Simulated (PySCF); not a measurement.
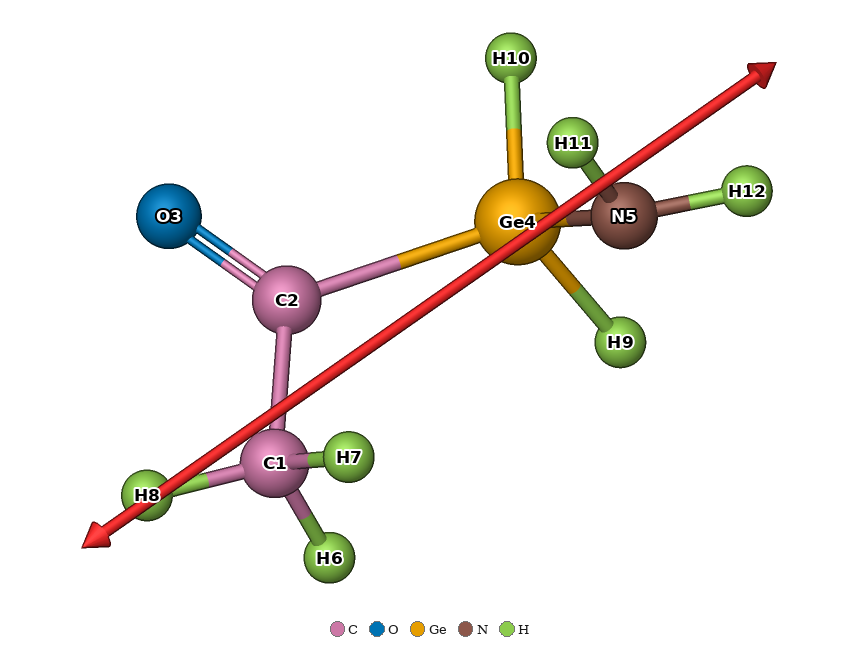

The double arrow shows the direction of the transition dipole to excited singlet state 6 (its length means nothing). The geometry was computed by an optimisation with GFN2-xTB. No frequency run is at hand to confirm it as a minimum. Properties computed with TDDFT ωB97X-D/def2-SVPD, vertical, gas phase, core orbitals frozen in the response (PySCF 2.14.0).

> Where does the transition lie, and how strong is it?

7.47 eV (166 nm), oscillator strength 0.22, mainly HOMO → LUMO+3 (weight 0.55); transition dipole 2.81 D.

The geometry is semi-empirical. Around Ge such bond lengths and angles can be off by a tenth of an ångström or more and by several degrees, and values that hang on the shape move with them.
